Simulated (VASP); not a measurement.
Band structure of Ni$_{3}$Si (L1_2). These are revPBE GGA, VASP's PBE PAW potentials (set 64) (plane waves; VASP 6.6.1) values and carry that method's errors.

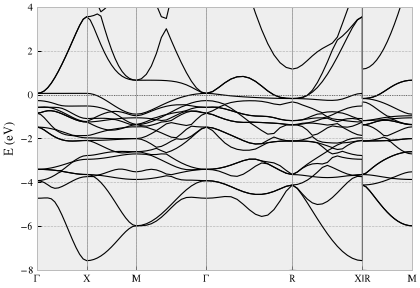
Bands along high-symmetry lines, zero at the valence-band maximum or, without a gap, the Fermi level

### Question
Read the plot: is there a gap, and where are the band edges?

### Answer
It has no gap at this level: it comes out as a metal or semimetal. (Edges off the drawn lines would not show.)

The compound is Ni3Si in the L1_2 structure. It was relaxed first. The run is not spin-polarised, so no magnetic state was tried.
